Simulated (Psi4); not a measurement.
Geometry relaxation of Si₂H₆ (part 1 of 3)

- system: Si₂H₆, SMILES [SiH3][SiH3]
- method: PBE0/def2-SVPD, RKS (Psi4 1.11)

The geometry comes from this level: PBE0-D4/def2-TZVP.

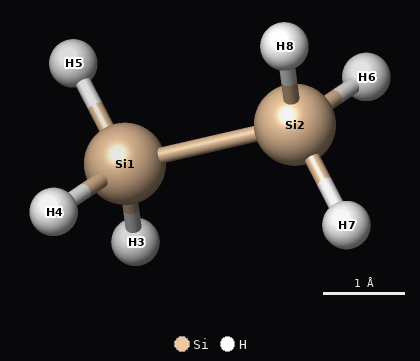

**Figure 1.** The structure as given in the input (ball-and-stick view, seen at a tilt; atoms are numbered from 1 in the order of the input). Bond lengths as drawn: H–Si 1.49 Å and Si–Si 2.34 Å.

**Input file (input.dat)**
```
memory 1.6 GB

molecule m {
  Si
  Si 1 R2
  H 1 R3 2 A3
  H 1 R4 3 A4 2 D4
  H 1 R5 4 A5 3 D5
  H 2 R6 1 A6 4 D6
  H 2 R7 6 A7 1 D7
  H 2 R8 6 A8 7 D8

  R2 = 2.338474
  R3 = 1.487642
  A3 = 110.27517
  R4 = 1.487603
  A4 = 108.6533
  D4 = -120.97328
  R5 = 1.487604
  A5 = 108.65663
  D5 = 118.054
  R6 = 1.487563
  A6 = 110.27548
  D6 = 179.84798
  R7 = 1.487654
  A7 = 108.65434
  D7 = 120.97376
  R8 = 1.48759
  A8 = 108.6583
  D8 = 118.05217
  units angstrom
  symmetry c1
}

set {
  basis def2-SVPD
}

e, wfn = opt("pbe0", return_wfn=True)
print_variables()
```

Run as:
```bash
psi4 -n 1 input.dat output.dat
```

**Output**
```
Psi4 1.11 release

gradient() will perform analytic gradient computation.

   => Loading Basis Set <=

    Name: DEF2-SVPD
    Role: ORBITAL
    Keyword: BASIS

         ---------------------------------------------------------
                                   SCF
                              RKS Reference
                        1 Threads,   1525 MiB Core
         ---------------------------------------------------------

  ==> Geometry <==

    Molecular point group: c1
    Full point group: C1

    Geometry (in Angstrom), charge = 0, multiplicity = 1:

       Center              X                  Y                   Z               Mass
    ------------   -----------------  -----------------  -----------------  -----------------
         SI          -0.000002262532    -0.000001680303    -1.169236799848    27.976926534650
         SI          -0.000002262532    -0.000001680303     1.169237200152    27.976926534650
         H           -0.000002262532     1.395464825898    -1.684748148157     1.007825032230
         H            1.208480131611    -0.697676478537    -1.684778131425     1.007825032230
         H           -1.208494157262    -0.697700924778    -1.684725660491     1.007825032230
         H           -1.206608338482     0.700864888233     1.684728722448     1.007825032230
         H            1.210331175087     0.694558501042     1.684788892989     1.007825032230
         H           -0.003580933975    -1.395417522439     1.684723212307     1.007825032230

  Running in c1 symmetry.

  Rotational constants: A =      1.43167  B =      0.16934  C =      0.16934 [cm^-1]
  Rotational constants: A =  42920.39920  B =   5076.82482  C =   5076.82316 [MHz]
  Nuclear repulsion =   90.773086010149129

  Charge       = 0
  Multiplicity = 1
  Electrons    = 34
  Nalpha       = 17
  Nbeta        = 17

  ==> Algorithm <==

  SCF Algorithm Type is DF.
  DIIS enabled.
  MOM disabled.
  Fractional occupation disabled.
  Guess Type is SAD.
  Energy threshold   = 1.00e-08
  Density threshold  = 1.00e-08
  Integral threshold = 1.00e-12

  ==> Primary Basis <==

  Basis Set: DEF2-SVPD
    Blend: DEF2-SVPD
    Number of shells: 44
    Number of basis functions: 96
    Number of Cartesian functions: 100
    Spherical Harmonics?: true
    Max angular momentum: 2

  ==> DFT Potential <==

   => LibXC <=

    Version 7.1.2

   => Composite Functional: PBE0 <=

    PBE0 Hyb-GGA Exchange-Correlation Functional

    Deriv               =              1
    GGA                 =           TRUE
    Meta                =          FALSE

    Exchange Hybrid     =           TRUE
    MP2 Hybrid          =          FALSE

   => Exchange Functionals <=

    0.7500   Perdew, Burke & Ernzerhof

   => Exact (HF) Exchange <=

    0.2500               HF

   => Correlation Functionals <=

    1.0000   Perdew, Burke & Ernzerhof

   => LibXC Density Thresholds  <==

    XC_HYB_GGA_XC_PBEH:  1.00E-15

   => Molecular Quadrature <=

    Radial Scheme          =       TREUTLER
    Pruning Scheme         =           NONE
    Nuclear Scheme         =       TREUTLER

    Blocking Scheme        =         OCTREE
    BS radius alpha        =              1
    Pruning alpha          =              1
    Radial Points          =             75
    Spherical Points       =            302
    Total Points           =         174387
    Total Blocks           =           1365
    Max Points             =            256
    Max Functions          =             95
    Weights Tolerance      =       1.00E-15

   => Loading Basis Set <=

    Name: (DEF2-SVPD AUX)
    Role: JKFIT
    Keyword: DF_BASIS_SCF

  ==> Integral Setup <==

  DFHelper Memory: AOs need 0.028 GiB; user supplied 0.696 GiB.
  SCF_SUBTYPE=INCORE selected. In-core MEM_DF algorithm will be used.
  Using in-core AOs.

  ==> MemDFJK: Density-Fitted J/K Matrices <==

    J tasked:                   Yes
    K tasked:                   Yes
    wK tasked:                   No
    Memory [MiB]:               713
    Algorithm:                 Core
    Schwarz Cutoff:           1E-12
    Mask sparsity (%):       0.1519
    Fitting Condition:        1E-10

   => Auxiliary Basis Set <=

  Basis Set: (DEF2-SVPD AUX)
    Blend: DEF2-UNIVERSAL-JKFIT
    Number of shells: 112
    Number of basis functions: 364
    Number of Cartesian functions: 430
    Spherical Harmonics?: true
    Max angular momentum: 4

  Cached 100.0% of DFT collocation blocks in 0.421 [GiB].

  Minimum eigenvalue in the overlap matrix is 3.2797508529E-04.
  Reciprocal condition number of the overlap matrix is 4.4502252226E-05.
    Using symmetric orthogonalization.

  ==> Pre-Iterations <==

  SCF Guess: Superposition of Atomic Densities via on-the-fly atomic UHF (no occupation information).

   -------------------------
    Irrep   Nso     Nmo
   -------------------------
     A         96      96
   -------------------------
    Total      96      96
   -------------------------

  ==> Iterations <==

                           Total Energy        Delta E     RMS |[F,P]|

   @DF-RKS iter SAD:  -581.67364054402890   -5.81674e+02   0.00000e+00
   @DF-RKS iter   1:  -582.10195859510327   -4.28318e-01   2.22216e-03 DIIS/ADIIS
   @DF-RKS iter   2:  -582.12462656863863   -2.26680e-02   1.40647e-03 DIIS/ADIIS
   @DF-RKS iter   3:  -582.13815689202136   -1.35303e-02   1.64646e-04 DIIS/ADIIS
   @DF-RKS iter   4:  -582.13837492295204   -2.18031e-04   2.94106e-05 DIIS
   @DF-RKS iter   5:  -582.13838221948322   -7.29653e-06   2.17019e-06 DIIS
   @DF-RKS iter   6:  -582.13838226029009   -4.08069e-08   1.16607e-07 DIIS
   @DF-RKS iter   7:  -582.13838226043754   -1.47452e-10   7.68041e-09 DIIS
  Energy and wave function converged.

  ==> Post-Iterations <==

   Electrons on quadrature grid:
      Ntotal   =   34.0000074734 ; deviation = 7.473e-06

    Orbital Energies [Eh]
    ---------------------

    Doubly Occupied:

       1A    -66.240714     2A    -66.240697     3A     -5.333265
       4A     -5.333201     5A     -3.670539     6A     -3.670141
       7A     -3.670141     8A     -3.670102     9A     -3.670102
      10A     -3.669962    11A     -0.585340    12A     -0.520438
      13A     -0.376386    14A     -0.376379    15A     -0.350717
      16A     -0.350710    17A     -0.308867

    Virtual:

      18A      0.013070    19A      0.013074    20A      0.013216
      21A      0.013371    22A      0.044540    23A      0.044545
      24A      0.068151    25A      0.078153    26A      0.120372
      27A      0.120373    28A      0.132184    29A      0.132187
      30A      0.147142    31A      0.149856    32A      0.149858
      33A      0.199234    34A      0.230785    35A      0.240508
      36A      0.240509    37A      0.245920    38A      0.245924
      39A      0.268945    40A      0.277492    41A      0.277496
      42A      0.288352    43A      0.288358    44A      0.306367
      45A      0.317423    46A      0.328767    47A      0.363220
      48A      0.365310    49A      0.386923    50A      0.386925
      51A      0.411003    52A      0.411008    53A      0.427841
      54A      0.447431    55A      0.447447    56A      0.463990
      57A      0.567586    58A      0.619985    59A      0.619989
      60A      0.657461    61A      0.657464    62A      0.666204
      63A      0.666207    64A      0.737045    65A      0.737549
      66A      0.737552    67A      0.786890    68A      0.786894
      69A      0.799378    70A      0.806956    71A      0.806958
      72A      0.933892    73A      1.044864    74A      1.044875
      75A      1.061726    76A      1.061731    77A      1.091048
      78A      1.107610    79A      1.579954    80A      1.611177
      81A      1.694438    82A      1.694443    83A      1.708573
      84A      1.708582    85A      1.760958    86A      1.817351
      87A      1.899135    88A      1.899141    89A      1.903126
      90A      1.903133    91A      2.048036    92A      2.065072
      93A      2.241128    94A      2.241164    95A      2.283292
      96A      2.283328

    Final Occupation by Irrep:
              A
    DOCC [    17 ]
    NA   [    17 ]
    NB   [    17 ]

  @DF-RKS Final Energy:  -582.13838226043754

   => Energetics <=

    Nuclear Repulsion Energy =             90.7730860101491288
    One-Electron Energy =                -986.3265598191378558
    Two-Electron Energy =                 346.4748392483950852
    DFT Exchange-Correlation Energy =     -33.0597476998439461
    Empirical Dispersion Energy =           0.0000000000000000
    VV10 Nonlocal Energy =                  0.0000000000000000
    Total Energy =                       -582.1383822604375382

Computation Completed

Properties will be evaluated at   0.000000,   0.000000,   0.000000 [a0]

Properties computed using the SCF density matrix

 Multipole Moments:

 ------------------------------------------------------------------------------------
     Multipole            Electronic (a.u.)      Nuclear  (a.u.)        Total (a.u.)
 ------------------------------------------------------------------------------------

 L = 1.  Multiply by 2.5417464519 to convert [e a0] to [Debye]
 Dipole X            :         -0.0001789            0.0001177           -0.0000613
 Dipole Y            :         -0.0001292            0.0000874           -0.0000418
 Dipole Z            :          0.0000194           -0.0000104            0.0000090
 Magnitude           :                                                    0.0000747

 ------------------------------------------------------------------------------------

	total time  =          4 seconds =       0.07 minutes

         ------------------------------------------------------------
                                   SCF GRAD
         ------------------------------------------------------------

  ==> Geometry <==

    Molecular point group: c1
    Full point group: C1

    Geometry (in Angstrom), charge = 0, multiplicity = 1:

       Center              X                  Y                   Z               Mass
    ------------   -----------------  -----------------  -----------------  -----------------
         SI          -0.000002262532    -0.000001680303    -1.169236799848    27.976926534650
         SI          -0.000002262532    -0.000001680303     1.169237200152    27.976926534650
         H           -0.000002262532     1.395464825898    -1.684748148157     1.007825032230
         H            1.208480131611    -0.697676478537    -1.684778131425     1.007825032230
         H           -1.208494157262    -0.697700924778    -1.684725660491     1.007825032230
         H           -1.206608338482     0.700864888233     1.684728722448     1.007825032230
         H            1.210331175087     0.694558501042     1.684788892989     1.007825032230
         H           -0.003580933975    -1.395417522439     1.684723212307     1.007825032230

  Nuclear repulsion =   90.773086010149129

  ==> Basis Set <==

  Basis Set: DEF2-SVPD
    Blend: DEF2-SVPD
    Number of shells: 44
    Number of basis functions: 96
    Number of Cartesian functions: 100
    Spherical Harmonics?: true
    Max angular momentum: 2

  ==> DFJKGrad: Density-Fitted SCF Gradients <==

    Gradient:                    1
    J tasked:                  Yes
    K tasked:                  Yes
    wK tasked:                  No
    Integrals threads:           1
    Memory [MiB]:             1144
    Schwarz Cutoff:          1E-12
    Fitting Condition:       1E-10

   => Auxiliary Basis Set <=

  Basis Set: (DEF2-SVPD AUX)
    Blend: DEF2-UNIVERSAL-JKFIT
    Number of shells: 112
    Number of basis functions: 364
    Number of Cartesian functions: 430
    Spherical Harmonics?: true
    Max angular momentum: 4

  ==> DFT Potential <==

   => LibXC <=

    Version 7.1.2

   => Composite Functional: PBE0 <=

    PBE0 Hyb-GGA Exchange-Correlation Functional

    Deriv               =              1
    GGA                 =           TRUE
    Meta                =          FALSE

    Exchange Hybrid     =           TRUE
    MP2 Hybrid          =          FALSE

   => Exchange Functionals <=

    0.7500   Perdew, Burke & Ernzerhof

   => Exact (HF) Exchange <=

    0.2500               HF

   => Correlation Functionals <=

    1.0000   Perdew, Burke & Ernzerhof

   => LibXC Density Thresholds  <==

    XC_HYB_GGA_XC_PBEH:  1.00E-15

   => Molecular Quadrature <=

    Radial Scheme          =       TREUTLER
    Pruning Scheme         =           NONE
    Nuclear Scheme         =       TREUTLER

    Blocking Scheme        =         OCTREE
    BS radius alpha        =              1
    Pruning alpha          =              1
    Radial Points          =             75
    Spherical Points       =            302
    Total Points           =         174387
    Total Blocks           =           1365
    Max Points             =            256
    Max Functions          =             95
    Weights Tolerance      =       1.00E-15

  -Total Gradient:
     Atom            X                  Y                   Z
    ------   -----------------  -----------------  -----------------
       1       -0.000000875266    -0.000015219285    -0.000828467434
       2       -0.000029361849    -0.000005693944     0.000833227347
       3       -0.000000217038    -0.002357856274     0.000896553377
       4       -0.002049987110     0.001189919323     0.000900869334
       5        0.002053408997     0.001183885910     0.000902080525
       6        0.002062084872    -0.001194575442    -0.000906822619
       7       -0.002040679043    -0.001175256697    -0.000893841979
       8        0.000005551106     0.002374820330    -0.000903550047

	total time  =          1 seconds =       0.02 minutes

    			-----------------------------------------

    			 OPTKING 3.0: for geometry optimizations

    			        with contributions from

    			-----------------------------------------

	                            ===> Fragment 1 <==

	 Z (Atomic Numbers)          Masses                          Geom
	      14.000000            27.976927         -0.00000428 -0.00000318 -2.20953733
	      14.000000            27.976927         -0.00000428 -0.00000318  2.20953808
	       1.000000             1.007825         -0.00000428  2.63704634 -3.18371259
	       1.000000             1.007825          2.28369648 -1.31841747 -3.18376925
	       1.000000             1.007825         -2.28372298 -1.31846367 -3.18367009
	       1.000000             1.007825         -2.28015930  1.32444269  3.18367588
	       1.000000             1.007825          2.28719444  1.31252535  3.18378959
	       1.000000             1.007825         -0.00676698 -2.63695695  3.18366547
```
